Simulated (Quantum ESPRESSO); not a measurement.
# MgS (F-43m): modes at Γ and the response to a field, part 2 of 4

Which modes does MgS (F-43m) have at the zone centre?

Quantum ESPRESSO 7.5; DFT LDA, scalar-relativistic, plane waves, GBRV ultrasoft pseudopotentials.

So far. Step 2 (A first look): A gap of 3.2 eV opens on this mesh, so the crystal is taken as an insulator; the start stands at -2.2 GPa. Step 4 (Self-consistent run for the response): The cell stands at 0.025 GPa, close enough for phonons.

## Step 5: Linear response at Γ

At q = 0 one unit cell holds all displacements; symmetry groups them into irreducible representations that are solved one by one. The response to a field gives ε∞ and the Born charges, which polar modes need.

The input, ph.in:

```
phonons
&inputph
   prefix = 'x'
   outdir = './tmp'
   fildyn = 'g.dyn'
   tr2_ph = 1.0d-18
   epsil = .true.
/
0.000000000000 0.000000000000 0.000000000000
```

Command:

```
$ OMP_NUM_THREADS=1 mpirun -n 4 ph.x -nk 4 -in ph.in > ph.out
```

What it wrote:

```text
[banners, grids, parts of the stress and lines that vanish by symmetry left out]
[banner, memory and clock lines left out]
Program PHONON v.7.5

     ./tmp/x.save/

     IMPORTANT: XC functional enforced from input :
     Exchange-correlation= PZ
                           (   1   1   0   0   0   0   0)
     Any further DFT definition will be discarded
     Please, verify this is what you really want

     G-vector sticks info

     Reading collected, re-writing distributed wavefunctions in ./tmp/

     Number and degeneracy of irreps per q-point
       N         xq(1)         xq(2)         xq(3)   N irreps
       1   0.000000000   0.000000000   0.000000000       2
        3   3

     Calculation of q =    0.0000000   0.0000000   0.0000000

     phonons

     bravais-lattice index     =            2
     lattice parameter (alat)  =      10.5690  a.u.
     unit-cell volume          =     295.1473 (a.u.)^3
     number of atoms/cell      =            2
     number of atomic types    =            2
     kinetic-energy cut-off    =      55.0000  Ry
     charge density cut-off    =     440.0000  Ry
     convergence threshold     =      1.0E-18
     beta                      =       0.7000
     number of iterations used =            4
     Exchange-correlation= PZ
                           (   1   1   0   0   0   0   0)

     celldm(1)=   10.56898  celldm(2)=    0.00000  celldm(3)=    0.00000
     celldm(4)=    0.00000  celldm(5)=    0.00000  celldm(6)=    0.00000

     crystal axes: (cart. coord. in units of alat)
               a(1) = ( -0.5000  0.0000  0.5000 )
               a(2) = (  0.0000  0.5000  0.5000 )
               a(3) = ( -0.5000  0.5000  0.0000 )

     reciprocal axes: (cart. coord. in units 2 pi/alat)
               b(1) = ( -1.0000 -1.0000  1.0000 )
               b(2) = (  1.0000  1.0000  1.0000 )
               b(3) = ( -1.0000  1.0000 -1.0000 )

     Atoms inside the unit cell:

     Cartesian axes

     site n.  atom      mass           positions (alat units)
        1  Mg     24.3050   tau(    1) = (    0.00000    0.00000    0.00000  )
        2  S      32.0600   tau(    2) = (   -0.75000    0.75000    0.75000  )

     Computing dynamical matrix for
                    q = (   0.0000000   0.0000000   0.0000000 )

     25 Sym.Ops. (with q -> -q+G )

     G cutoff = 1244.9698  (  45863 G-vectors)     FFT grid: ( 50, 50, 50)
     G cutoff =  622.4849  (  16361 G-vectors)  smooth grid: ( 36, 36, 36)
     number of k points=    29
                       cart. coord. in units 2pi/alat
        k(    1) = (   0.0000000   0.0000000   0.0000000), wk =   0.0039062
        k(    2) = (  -0.1250000   0.1250000  -0.1250000), wk =   0.0312500
        k(    3) = (  -0.2500000   0.2500000  -0.2500000), wk =   0.0312500
        [... further k-points left out ...]

     PseudoPot. # 1 for Mg read from file:
     ./pseudo/Mg.upf
     Pseudo is Ultrasoft, Zval = 10.0
     Using radial grid of  821 points,  7 beta functions with:
                l(1) =   0
                l(2) =   0
                l(3) =   0
                l(4) =   1
                l(5) =   1
                l(6) =   2
                l(7) =   2
     Q(r) pseudized with  8 coefficients,  rinner =    1.200   1.200   1.200
                                                       1.200   1.200

     PseudoPot. # 2 for S  read from file:
     ./pseudo/S.upf
     Pseudo is Ultrasoft + core correction, Zval =  6.0
     Using radial grid of  907 points,  6 beta functions with:
                l(1) =   0
                l(2) =   0
                l(3) =   1
                l(4) =   1
                l(5) =   2
                l(6) =   2
     Q(r) pseudized with  8 coefficients,  rinner =    1.300   1.300   1.300
                                                       1.300   1.300

     Mode symmetry, T_d (-43m)  point group:

     Electric field:
     Dielectric constant
     Born effective charges as d Force / d E

     Atomic displacements:
     There are    2 irreducible representations

     Representation     1      3 modes -  To be done

     Representation     2      3 modes -  To be done

     Alpha used in Ewald sum =   2.8000

     Electric Fields Calculation

      iter #   1   av.it.:   6.5
      thresh= 1.000E-02 alpha_mix =  0.700 |ddv_scf|^2 =  6.077E-08

      iter #   2   av.it.:  14.4
      thresh= 2.465E-05 alpha_mix =  0.700 |ddv_scf|^2 =  7.022E-09

      iter #   3   av.it.:  13.4
      thresh= 8.380E-06 alpha_mix =  0.700 |ddv_scf|^2 =  3.336E-11

      iter #   4   av.it.:  14.8
      thresh= 5.776E-07 alpha_mix =  0.700 |ddv_scf|^2 =  3.019E-13

      iter #   5   av.it.:  13.5
      thresh= 5.494E-08 alpha_mix =  0.700 |ddv_scf|^2 =  8.793E-16

      iter #   6   av.it.:  15.1
      thresh= 2.965E-09 alpha_mix =  0.700 |ddv_scf|^2 =  7.698E-18

      iter #   7   av.it.:  15.4
      thresh= 2.775E-10 alpha_mix =  0.700 |ddv_scf|^2 =  4.225E-20

     End of electric fields calculation

          Dielectric constant in cartesian axis

          (       4.211754200      -0.000000000       0.000000000 )
          (      -0.000000000       4.211754200       0.000000000 )
          (       0.000000000       0.000000000       4.211754200 )

          Effective charges (d Force / dE) in cartesian axis without acoustic sum rule applied (asr)

           atom    1  Mg    Mean Z*:        1.87301
      Ex  (        1.87301        0.00000       -0.00000 )
      Ey  (        0.00000        1.87301        0.00000 )
      Ez  (       -0.00000        0.00000        1.87301 )
           atom    2  S     Mean Z*:       -1.87379
      Ex  (       -1.87379        0.00000        0.00000 )
      Ey  (        0.00000       -1.87379       -0.00000 )
      Ez  (        0.00000       -0.00000       -1.87379 )

          Effective charges Sum: Mean:       -0.00077
             -0.00077        0.00000       -0.00000
              0.00000       -0.00077       -0.00000
             -0.00000       -0.00000       -0.00077

          Effective charges (d Force / dE) in cartesian axis with asr applied:
           atom    1  Mg    Mean Z*:        1.87340
      E*x (        1.87340        0.00000       -0.00000 )
      E*y (       -0.00000        1.87340        0.00000 )
      E*z (       -0.00000        0.00000        1.87340 )
           atom    2  S     Mean Z*:       -1.87340
      E*x (       -1.87340       -0.00000        0.00000 )
      E*y (        0.00000       -1.87340       -0.00000 )
      E*z (        0.00000       -0.00000       -1.87340 )

     Representation #   1 modes #   1   2   3

     Self-consistent Calculation

      iter #   1   av.it.:   6.4
      thresh= 1.000E-02 alpha_mix =  0.700 |ddv_scf|^2 =  8.961E-08

      iter #   2   av.it.:  14.8
      thresh= 2.993E-05 alpha_mix =  0.700 |ddv_scf|^2 =  9.926E-09

      iter #   3   av.it.:  13.6
      thresh= 9.963E-06 alpha_mix =  0.700 |ddv_scf|^2 =  1.075E-10

      iter #   4   av.it.:  14.1
      thresh= 1.037E-06 alpha_mix =  0.700 |ddv_scf|^2 =  4.051E-13

      iter #   5   av.it.:  15.4
      thresh= 6.364E-08 alpha_mix =  0.700 |ddv_scf|^2 =  3.972E-15

      iter #   6   av.it.:  15.3
      thresh= 6.303E-09 alpha_mix =  0.700 |ddv_scf|^2 =  1.227E-17

      iter #   7   av.it.:  15.9
      thresh= 3.503E-10 alpha_mix =  0.700 |ddv_scf|^2 =  2.875E-19

     End of self-consistent calculation

     Convergence has been achieved

     Representation #   2 modes #   4   5   6

     Self-consistent Calculation

      iter #   1   av.it.:   8.4
      thresh= 1.000E-02 alpha_mix =  0.700 |ddv_scf|^2 =  1.048E-06

      iter #   2   av.it.:  14.8
      thresh= 1.024E-04 alpha_mix =  0.700 |ddv_scf|^2 =  9.329E-09

      iter #   3   av.it.:  16.4
      thresh= 9.659E-06 alpha_mix =  0.700 |ddv_scf|^2 =  8.165E-10

      iter #   4   av.it.:  15.4
      thresh= 2.857E-06 alpha_mix =  0.700 |ddv_scf|^2 =  1.996E-11

      iter #   5   av.it.:  16.2
      thresh= 4.468E-07 alpha_mix =  0.700 |ddv_scf|^2 =  1.400E-13

      iter #   6   av.it.:  16.3
      thresh= 3.741E-08 alpha_mix =  0.700 |ddv_scf|^2 =  1.528E-15

      iter #   7   av.it.:  14.6
      thresh= 3.909E-09 alpha_mix =  0.700 |ddv_scf|^2 =  5.298E-17

      iter #   8   av.it.:  15.7
      thresh= 7.278E-10 alpha_mix =  0.700 |ddv_scf|^2 =  1.455E-19

     End of self-consistent calculation

     Convergence has been achieved

     Number of q in the star =    1
     List of q in the star:
          1   0.000000000   0.000000000   0.000000000

          Dielectric constant in cartesian axis

          (       4.211754200      -0.000000000       0.000000000 )
          (      -0.000000000       4.211754200       0.000000000 )
          (       0.000000000       0.000000000       4.211754200 )

          Effective charges (d Force / dE) in cartesian axis without acoustic sum rule applied (asr)

           atom    1  Mg    Mean Z*:        1.87301
      Ex  (        1.87301        0.00000       -0.00000 )
      Ey  (        0.00000        1.87301        0.00000 )
      Ez  (       -0.00000        0.00000        1.87301 )
           atom    2  S     Mean Z*:       -1.87379
      Ex  (       -1.87379        0.00000        0.00000 )
      Ey  (        0.00000       -1.87379       -0.00000 )
      Ez  (        0.00000       -0.00000       -1.87379 )

          Effective charges Sum: Mean:       -0.00077
             -0.00077        0.00000       -0.00000
              0.00000       -0.00077       -0.00000
             -0.00000       -0.00000       -0.00077

          Effective charges (d Force / dE) in cartesian axis with asr applied:
           atom    1  Mg    Mean Z*:        1.87340
      E*x (        1.87340        0.00000       -0.00000 )
      E*y (       -0.00000        1.87340        0.00000 )
      E*z (       -0.00000        0.00000        1.87340 )
           atom    2  S     Mean Z*:       -1.87340
      E*x (       -1.87340       -0.00000        0.00000 )
      E*y (        0.00000       -1.87340       -0.00000 )
      E*z (        0.00000       -0.00000       -1.87340 )

     Diagonalizing the dynamical matrix

     q = (    0.000000000   0.000000000   0.000000000 )

 **************************************************************************
     freq (    1) =      -0.352945 [THz] =     -11.772985 [cm-1]
     freq (    2) =      -0.352945 [THz] =     -11.772985 [cm-1]
     freq (    3) =      -0.352945 [THz] =     -11.772985 [cm-1]
     freq (    4) =      10.303141 [THz] =     343.675794 [cm-1]
     freq (    5) =      10.303141 [THz] =     343.675794 [cm-1]
     freq (    6) =      10.303141 [THz] =     343.675794 [cm-1]
 **************************************************************************

     Mode symmetry, T_d (-43m)  point group:

     freq (   1-   3) =        -11.8  [cm-1]   --> T_2  G_15 P_4   I+R
     freq (   4-   6) =        343.7  [cm-1]   --> T_2  G_15 P_4   I+R
```

Run time: 1.8 min. Hardware: 4 MPI ranks of Arm Neoverse V1, shared host.

Read from the output:

```yaml
miss_of_the_charge_sum_rule: 7.80e-4 e
largest_acoustic_frequency_at_the_zone_centre_before_the_sum_rule: -11.77 cm⁻¹
highest_optical_zone_centre_mode_no_lo_to_term: 343.7 cm⁻¹
lowest_optical_zone_centre_mode: 343.7 cm⁻¹
mean_high_frequency_dielectric_constant: 4.212
largest_born_charge_in_size_third_of_the_trace: 1.874 e
```

Born charge (rows field, columns displacement), before the sum rule (e), principal values of the symmetric part by kind of site:

```
atom  atoms with these values    low  middle   high   mean
 Mg1                        1   1.87    1.87   1.87   1.87
  S2                        1  -1.87   -1.87  -1.87  -1.87
```

In full for Mg1:

```
1.87 0.00 0.00
0.00 1.87 0.00
0.00 0.00 1.87
```

High-frequency dielectric tensor:

```
4.21 0.00 0.00
0.00 4.21 0.00
0.00 0.00 4.21
```

The acoustic modes at Γ come out as far as 11.8 cm⁻¹ from zero, where they should vanish, a sizeable error of basis and grid; the Born charges miss their sum rule by 7.8e-4 e, which is good.

## Step 6: Zone-centre analysis

A rigid shift of the crystal must cost nothing, but grids and finite bases break this; the acoustic sum rule is imposed before the matrix is diagonalised again. With Born charges the intensities follow, and the static dielectric tensor.

The input, dynmat.in:

```
&input
   fildyn = 'g.dyn'
   asr = 'simple'
   fileig = 'dynmat.eig'
   lperm = .true.
/
```

Command:

```
$ dynmat.x -in dynmat.in > dynmat.out
```

What it wrote:

```text
[banner, memory and clock lines left out]
Program DYNMAT v.7.5

     Reading Dynamical Matrix from file g.dyn
     ...Force constants read
     ...epsilon and Z* read
     A direction for q was not specified:TO-LO splitting will be absent

     Polarizability (A^3 units)
     multiply by 0.482955 for Clausius-Mossotti correction
        11.178272   -0.000000    0.000000
        -0.000000   11.178272    0.000000
         0.000000    0.000000   11.178272

     IR activities are in (D/A)^2/amu units

# mode   [cm-1]    [THz]      IR
    1     -0.00   -0.0000    0.0000
    2     -0.00   -0.0000    0.0000
    3     -0.00   -0.0000    0.0000
    4    343.91   10.3103    5.8571
    5    343.91   10.3103    5.8571
    6    343.91   10.3103    5.8571

Electronic dielectric permittivity tensor (relative, adimensional)
         4.211754   -0.000000    0.000000
        -0.000000    4.211754    0.000000
         0.000000    0.000000    4.211754

 ... with zone-center polar mode contributions
         6.626595    0.000000    0.000000
         0.000000    6.626595    0.000000
         0.000000    0.000000    6.626595
```

The job ended after 0.46 s (1 thread).

Numbers from this step:

```yaml
highest_optical_zone_centre_mode_no_lo_to_term: 343.9 cm⁻¹
lowest_optical_zone_centre_mode: 343.9 cm⁻¹
mean_static_dielectric_constant: 6.627
```

Unit eigenvectors of the mass-weighted matrix after the sum rule; no LO-TO term. The modes at Γ (shares of kinetic energy by element, %):

```
mode  frequency (cm⁻¹)  symmetry  Mg %  S %
   1               0.0  acoustic    43   57
   2               0.0  acoustic    43   57
   3               0.0  acoustic    43   57
   4             343.9        T2    57   43
   5             343.9        T2    57   43
   6             343.9        T2    57   43
```

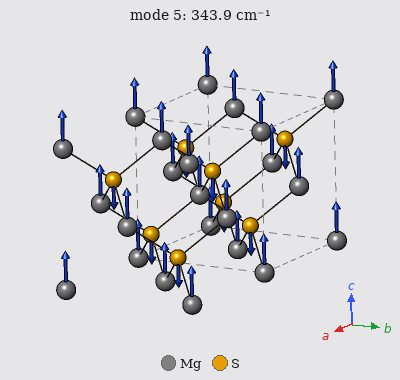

Displacement patterns of mode 5 at Γ; arrows are exaggerated. Bonds to atoms that aren't drawn are left out. 2×1×1 conventional cells are drawn. Some periodic images of atoms are drawn too.

Degenerate modes summed, no LO-TO term. Infrared lines, with heights relative to the strongest:

```
position (cm⁻¹)  lines merged  label  IR intensity, relative
            344             3     T2                     100
```

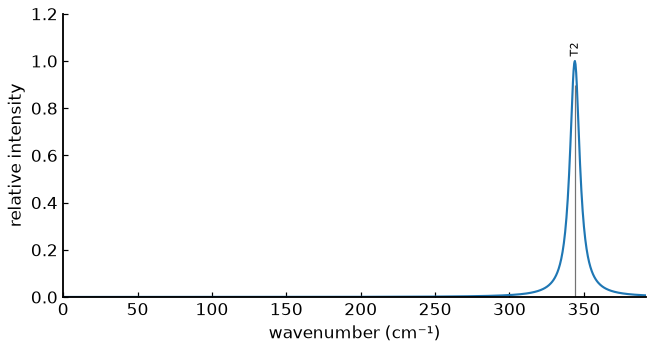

The infrared spectrum, broadened with Lorentzians of width 8 cm⁻¹; bars mark the lines.

Static dielectric tensor (ions relaxed, fixed cell):

```
6.63 0.00 0.00
0.00 6.63 0.00
0.00 0.00 6.63
```

The rule moves no optical mode by more than 0.3 cm⁻¹.

## Step 7: Modes along a direction of q (1 0 0)

A longitudinal polar mode sets up a macroscopic field that stiffens it; the term hangs on the direction from which q goes to zero.

The input, dynmat.in:

```
&input
   fildyn = 'g.dyn'
   asr = 'simple'
   fileig = 'dynmat.eig'
   q(1) = 1.0
   q(2) = 0.0
   q(3) = 0.0
/
```

Command:

```
$ dynmat.x -in dynmat.in > dynmat.out
```

What it wrote:

```text
[banner, memory and clock lines left out]
Program DYNMAT v.7.5

     Reading Dynamical Matrix from file g.dyn
     ...Force constants read
     ...epsilon and Z* read

     Polarizability (A^3 units)
     multiply by 0.482955 for Clausius-Mossotti correction
        11.178272   -0.000000    0.000000
        -0.000000   11.178272    0.000000
         0.000000    0.000000   11.178272

     IR activities are in (D/A)^2/amu units

# mode   [cm-1]    [THz]      IR
    1     -0.00   -0.0000    0.0000
    2     -0.00   -0.0000    0.0000
    3     -0.00   -0.0000    0.0000
    4    343.91   10.3103    5.8571
    5    343.91   10.3103    5.8571
    6    431.38   12.9326    5.8571
```

Elapsed: 0.45 s, on 1 thread.

Read from the output:

| Quantity | Value |
| --- | --- |
| highest mode moved by the LO-TO term | 431.4 cm⁻¹ |

Zone-centre frequencies as printed; negative means imaginary. Modes:

```csv
mode,frequency (cm⁻¹)
1,0
2,0
3,0
4,343.9
5,343.9
6,431.4
```

The field moves one mode, from 344 to 431 cm⁻¹; the others stay.

## Step 8: Self-consistent run for the response, volume × 0.94

Bonds stiffen under compression, so frequencies follow the volume; the atoms are not relaxed anew.

The input, scf.in:

```
&control
   calculation = 'scf'
   prefix = 'x'
   outdir = './tmp'
   pseudo_dir = './pseudo'
   tprnfor = .true.
   tstress = .true.
/
&system
   ibrav = 2
   celldm(1) = 10.3532228
   nat = 2
   ntyp = 2
   ecutwfc = 55.0
   ecutrho = 440.0
   occupations = 'fixed'
   nbnd = 10
/
&electrons
   conv_thr = 1.0d-12
   mixing_beta = 0.7
   electron_maxstep = 100
/
ATOMIC_SPECIES
 Mg     24.3050  Mg.upf
 S      32.0600  S.upf
ATOMIC_POSITIONS crystal
 Mg     0.000000000   0.000000000   0.000000000
 S      0.750000000   0.750000000   0.750000000
K_POINTS automatic
 8 8 8 0 0 0
```

Command:

```
$ OMP_NUM_THREADS=1 mpirun -n 4 pw.x -nk 4 -in scf.in > scf.out
```

What it wrote:

```text
[banners, grids, parts of the stress and lines that vanish by symmetry left out]
[banner, memory and clock lines left out]
Program PWSCF v.7.5

[...]
kinetic-energy cutoff     =      55.0000  Ry
     charge density cutoff     =     440.0000  Ry
     scf convergence threshold =      1.0E-12
[...]
Exchange-correlation=  SLA  PZ   NOGX NOGC
                           (   1   1   0   0   0   0   0)
[...]
24 Sym. Ops. (no inversion) found
[...]
number of k points=    29
[...]
c_bands:  1 eigenvalues not converged
[...]
End of self-consistent calculation
[...]
highest occupied, lowest unoccupied level (ev):     3.6482    7.2100
!    total energy              =    -149.36086534 Ry
[...]
convergence has been achieved in  12 iterations
[...]
atom    1 type  1   force =     0.00000000    0.00000000    0.00000000
     atom    2 type  2   force =     0.00000000    0.00000000    0.00000000
     Total force =     0.000000     Total SCF correction =     0.000000
[...]
total   stress  (Ry/bohr**3)                   (kbar)     P=       43.51
[...]
XML data file, charge density, pseudopotentials, collected wavefunctions
```

Elapsed: 7.2 s, on 4 MPI ranks.

Read from the output:

- volume per atom: 20.56 Å³
- pressure: 4.351 GPa
- gap on the k-mesh: 3.562 eV

[end of part 2 of 4]

[Host names and launcher messages were left out of these logs when they were recorded.]

[Logs are printed without paths, hosts, clocks, repeated set-up lines and the standing remarks that a program may print on its own settings, such as how far it seeks lower states.]

[Hosts, paths, dates, database ids (printed as entryN), source tags and the programs' standing remarks are cut or masked in the printed files.]
